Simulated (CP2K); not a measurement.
# CH8AlNSSi (SMILES C[S][Al]([NH2])[SiH3]) at MNDOD

What is the vertical ionisation energy of CH8AlNSSi at MNDOD? 

The calculation is run with CP2K 2026.2.

1 further run of the same task is left out (set aside as unsound or not needed).

**1. Starting point**

CH8AlNSSi has 13 atoms, charge 0, and is taken as a singlet. As SMILES, `C[S][Al]([NH2])[SiH3]`. Geometry: a rough force-field guess. This is one conformer, not always the lowest.

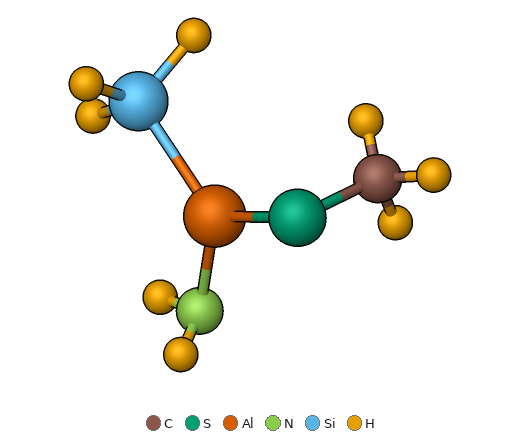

The structure, seen from a chosen angle (carbon brown, sulfur teal, aluminium orange, nitrogen green, silicon blue, hydrogen amber).

**2. Energy and gradient at MNDOD**

File calc.inp:

```
&GLOBAL
  PROJECT calc
  RUN_TYPE ENERGY_FORCE
  PRINT_LEVEL MEDIUM
&END

&FORCE_EVAL
  METHOD Quickstep
  &DFT
    &QS
      METHOD MNDOD
      EPS_DEFAULT 1.0E-10
      &SE
        &COULOMB
          CUTOFF [angstrom] 50
          RC_RANGE [angstrom] 0
        &END
        &EXCHANGE
          CUTOFF [angstrom] 50
          RC_RANGE [angstrom] 0
        &END
      &END
    &END
    # cluster boundary conditions
    &POISSON
      PERIODIC NONE
      POISSON_SOLVER ANALYTIC
    &END
    # SCF settings
    &SCF
      SCF_GUESS ATOMIC
      EPS_SCF 1.0E-06
      MAX_SCF 30
      &OT
        MINIMIZER DIIS
        PRECONDITIONER FULL_ALL
      &END
      &OUTER_SCF
        EPS_SCF 1.0E-06
        MAX_SCF 8
      &END
    &END
    # extra output
    &PRINT
      &MOMENTS
        PERIODIC F
        REFERENCE COM
        MAX_MOMENT 1
      &END
      &MO_CUBES
        NLUMO 1
        NHOMO -1
        WRITE_CUBE F
      &END
      &HIRSHFELD OFF
      &END
    &END
  &END
  # structure
  &SUBSYS
    # vacuum box
    &CELL
      ABC 17.5 16.9 15.6
      PERIODIC NONE
    &END
    &COORD
      C     -2.268400     0.665200     0.752900
      S     -0.912700     0.518500     1.876000
      Al     0.592900     0.233000     0.210100
      N      1.614400     1.751000    -0.511000
      Si     1.056900    -1.937300    -0.632100
      H     -3.240000     0.887100     1.333500
      H     -2.414900    -0.205900     0.133600
      H     -2.122100     1.604600     0.072400
      H      2.220100     1.387600    -1.170500
      H      2.106200     2.156700     0.291100
      H     -0.199100    -2.494800    -1.137100
      H      1.569500    -2.778700     0.490000
      H      2.017700    -1.821700    -1.694100
    &END
    &TOPOLOGY
      &CENTER_COORDINATES
      &END
    &END
  &END
  # extra output
  &PRINT
    &FORCES ON
    &END
  &END
&END
```

Run with:

```bash
OMP_NUM_THREADS=1 cp2k.psmp calc.inp > calc.out
```

The log of the run:

```text
CP2K| version string:                                       CP2K version 2026.2
[...]
 GLOBAL| Method name                                                        CP2K
[...]
 GLOBAL| Run type                                                   ENERGY_FORCE
[...]
                             - Atoms:                                         13
[...]
                             - Spherical basis functions:                     43
[...]
 Number of electrons:                                                         30
[...]
     1 OT DIIS     0.15E+00    0.0     0.27442974       -22.0822005973 -2.21E+01
[...]
     7 OT DIIS     0.15E+00    0.0     0.00000068       -28.4397713062 -4.92E-10
  *** SCF run converged in     7 steps ***
  Core-core repulsion energy [eV]:                           1819.64605347011707
  Core Hamiltonian energy [eV]:                             -1201.64415588836528
  Two-electron integral energy [eV]:                        -2783.77486277253411
  Electronic energy [eV]:                                   -2593.53158727463233
  Total energy [eV]:                                         -773.88553380451549
  Atomic reference energy [eV]:                               772.67940684008818
  Heat of formation [kcal/mol]:                               -27.81395075821338
[...]
 SE_DIPOLE| Moment [Debye]         -0.30877828       0.35249037       0.97716332
 SE_DIPOLE| Derivative [a.u.]       0.00000000       0.00000000       0.00000000
 *** WARNING in qs_scf_post_se.F:140 :: Printing of MO cube files not ***
 *** implemented for Semi-Empirical method.                           ***
 ENERGY| Total FORCE_EVAL ( QS ) energy [hartree]            -28.439771306238093
 FORCES| Atomic forces [hartree/bohr]
 FORCES|   Atom     x               y               z               |f|
 FORCES|      1 -3.56246106E-02  5.92600954E-02 -2.81493614E-03   6.92011246E-02
 FORCES|      2  4.82709330E-02 -9.49170871E-03 -1.76156720E-02   5.22540660E-02
 FORCES|      3 -8.35120149E-05  1.01094888E-02  1.15530429E-02   1.53519230E-02
 FORCES|      4 -5.13107345E-02 -3.01846332E-02  5.79589622E-02   8.30851663E-02
 FORCES|      5 -1.13259586E-02  8.91769812E-03  1.82888002E-02   2.32869682E-02
 FORCES|      6  2.11182176E-02 -8.14011013E-03 -1.15940438E-02   2.54295568E-02
 FORCES|      7 -6.38558467E-03 -2.10527581E-02 -1.52824048E-02   2.67870530E-02
 FORCES|      8 -5.89481970E-03 -2.49840187E-02  1.40001717E-02   2.92396118E-02
 FORCES|      9  3.48854135E-02 -1.54705112E-03 -2.55165416E-02   4.32490386E-02
 FORCES|     10  2.65301592E-03  3.58447419E-03 -1.80114621E-02   1.85553150E-02
 FORCES|     11  1.43763738E-02  3.41146301E-03  4.48138827E-03   1.54402411E-02
 FORCES|     12 -7.43222036E-03  1.37933653E-02 -2.03047764E-02   2.56471981E-02
 FORCES|     13 -3.24651347E-03 -3.67630484E-03  4.85747165E-03   6.90290502E-03
[...]
```

Wall time 0.93 s (1 thread of Arm Neoverse N1, shared host); peak memory 0.14 GiB.

**3. The doublet cation at the same level**

File qs.inp:

```
&global
    project_name qs
    run_type ENERGY_FORCE
    print_level MEDIUM
&end global

&force_eval
    method QS
    &dft
        charge 1
        multiplicity 2
        lsd T
        # Quickstep
        &qs
            method MNDOD
            eps_default 1.0E-10
            &se
                &coulomb
                    cutoff [angstrom] 50
                    rc_range [angstrom] 0
                &end coulomb
                &exchange
                    cutoff [angstrom] 50
                    rc_range [angstrom] 0
                &end exchange
            &end se
        &end qs
        # isolated system
        &poisson
            periodic NONE
            poisson_solver ANALYTIC
        &end poisson
        # self-consistent field
        &scf
            scf_guess ATOMIC
            eps_scf 1.0E-06
            max_scf 80
            added_mos 4
            &diagonalization
                algorithm STANDARD
            &end diagonalization
            &mixing
                method DIRECT_P_MIXING
                alpha 0.4
            &end mixing
        &end scf
        # extra output
        &print
            &moments
                periodic F
                reference COM
                max_moment 1
            &end moments
            &mo ON
                energies T
                occupation_numbers T
                ndigits 6
                &each
                    qs_scf 0
                &end each
                add_last NUMERIC
            &end mo
            &hirshfeld OFF
            &end hirshfeld
        &end print
    &end dft
    # atoms, cell and kinds
    &subsys
        # vacuum box
        &cell
            abc 17.5 16.9 15.6
            periodic NONE
        &end cell
        &coord
            C     -2.268400     0.665200     0.752900
            S     -0.912700     0.518500     1.876000
            Al     0.592900     0.233000     0.210100
            N      1.614400     1.751000    -0.511000
            Si     1.056900    -1.937300    -0.632100
            H     -3.240000     0.887100     1.333500
            H     -2.414900    -0.205900     0.133600
            H     -2.122100     1.604600     0.072400
            H      2.220100     1.387600    -1.170500
            H      2.106200     2.156700     0.291100
            H     -0.199100    -2.494800    -1.137100
            H      1.569500    -2.778700     0.490000
            H      2.017700    -1.821700    -1.694100
        &end coord
        &topology
            &center_coordinates
            &end center_coordinates
        &end topology
    &end subsys
    &print
        &forces ON
        &end forces
    &end print
&end force_eval
```

Run with:

```bash
OMP_NUM_THREADS=1 cp2k.psmp -i qs.inp -o qs.out
```

The log of the run:

```text
CP2K| version string:                                       CP2K version 2026.2
[...]
 GLOBAL| Method name                                                        CP2K
[...]
 GLOBAL| Run type                                                   ENERGY_FORCE
[...]
                             - Atoms:                                         13
[...]
                             - Spherical basis functions:                     43
[...]
 Number of electrons:                                                         15
[...]
     1 P_Mix/Diag. 0.40E+00    0.0     0.40010444       -20.9351814072 -2.09E+01
[...]
    42 DIIS/Diag.  0.42E-06    0.0     0.00000070       -28.1133384117 -2.28E-12
  *** SCF run converged in    42 steps ***
  Core-core repulsion energy [eV]:                           1819.64605347011707
  Core Hamiltonian energy [eV]:                             -1166.03012807795221
  Two-electron integral energy [eV]:                        -2837.23753680190748
  Electronic energy [eV]:                                   -2584.64889647890595
  Total energy [eV]:                                         -765.00284300878889
  Atomic reference energy [eV]:                               772.67940684008818
  Heat of formation [kcal/mol]:                               177.02578144202107
[...]
 SE_DIPOLE| Moment [Debye]          2.52685937      -1.20309623      -2.55613174
 SE_DIPOLE| Derivative [a.u.]       0.00000000       0.00000000       0.00000000
 ENERGY| Total FORCE_EVAL ( QS ) energy [hartree]            -28.113338411655384
 FORCES| Atomic forces [hartree/bohr]
 FORCES|   Atom     x               y               z               |f|
 FORCES|      1 -2.81991984E-02  5.87106609E-02  6.49414470E-03   6.54546439E-02
 FORCES|      2  2.14620963E-02 -4.06570773E-03 -2.90678683E-03   2.20363556E-02
 FORCES|      3  2.82563515E-02  1.13461976E-02 -1.75223784E-02   3.51310595E-02
 FORCES|      4 -5.74802317E-02 -3.23271399E-02  6.56040450E-02   9.30210284E-02
 FORCES|      5 -7.64886139E-03 -1.44815596E-02  1.11125803E-02   1.97916672E-02
 FORCES|      6  1.83241542E-02 -7.83686505E-03 -1.16118168E-02   2.30656752E-02
 FORCES|      7 -6.06036197E-03 -2.31031767E-02 -1.62740232E-02   2.89020517E-02
 FORCES|      8 -4.66623440E-03 -2.27496266E-02  1.29729081E-02   2.66010450E-02
 FORCES|      9  3.41373997E-02 -3.75243848E-03 -2.77965008E-02   4.41824435E-02
 FORCES|     10  3.23213193E-03  5.47121401E-03 -1.74459212E-02   1.85672030E-02
 FORCES|     11  1.33337207E-02  9.05211898E-03  7.25722288E-03   1.76747348E-02
 FORCES|     12 -9.28017822E-03  1.92979061E-02 -1.82170443E-02   2.81139038E-02
 FORCES|     13 -5.41078821E-03  4.43841655E-03  8.33357056E-03   1.08823053E-02
[...]
```

Wall time 0.67 s (1 thread of Arm Neoverse N1, shared host); peak memory 0.14 GiB.

**4. Summary of results**

Level: MNDOD.

| quantity | value |
| --- | --- |
| singlet CH8AlNSSi: total energy | -28.43977 Eh |
| singlet CH8AlNSSi: dipole moment | 1.08 D |
| singlet CH8AlNSSi: heat of formation at this unrelaxed shape | -27.8 kcal/mol |
| singlet CH8AlNSSi: largest force on an atom | 4.272 eV/Å |
| doublet cation: total energy | -28.11334 Eh |
| doublet cation: HOMO energy (highest over α and β) | -14.24 eV |
| doublet cation: LUMO energy (lowest over α and β) | -8.46 eV |
| doublet cation: heat of formation at this unrelaxed shape | 177.0 kcal/mol |
| doublet cation: largest force on an atom | 4.783 eV/Å |
| vertical ionisation energy (to the doublet cation) | 8.883 eV |

What this shows: The vertical ionisation energy comes to 8.88 eV (857 kJ/mol). The largest force (singlet CH8AlNSSi) is 4.27 eV/Å: the shape isn't a stationary point for this species at this level.
